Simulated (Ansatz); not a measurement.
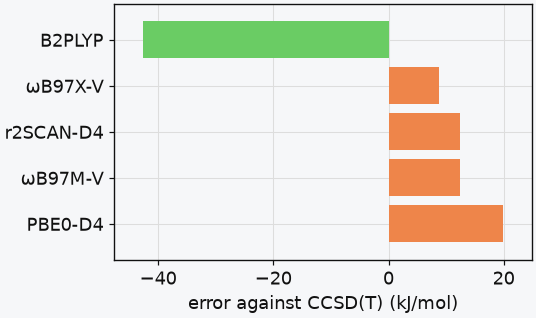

Error in the electronic atomisation energy (method less reference, so positive means overbinding) of C₃H₅FSi, SMILES F[Si@H]1C=CC1: functionals in def2-TZVPP against frozen-core CCSD(T) at the limit (MP2 extrapolated from triple and quadruple zeta, plus CCSD(T) less MP2 in a smaller set), which gives 4149.8 kJ/mol, at a PBE0-D4/def2-TZVP geometry (no frequency check), no zero-point or spin-orbit term, the Ansatz code. The reference leaves out core correlation, a term that grows with the number of heavy atoms. B2PLYP holds a correlation term that converges slowly with the basis, so part of the distance to the limit is basis error. No dispersion term is added to B2PLYP.

### What range do the values span?

From −42.6 kJ/mol (B2PLYP) to 19.9 kJ/mol (PBE0-D4).

### Which of these levels overbind, and which underbind?

Overbind: none clearly. Underbind: B2PLYP. Within 25 kJ/mol of zero, too close to call in view of what the reference leaves out: ωB97X-V, r2SCAN-D4, ωB97M-V and PBE0-D4.
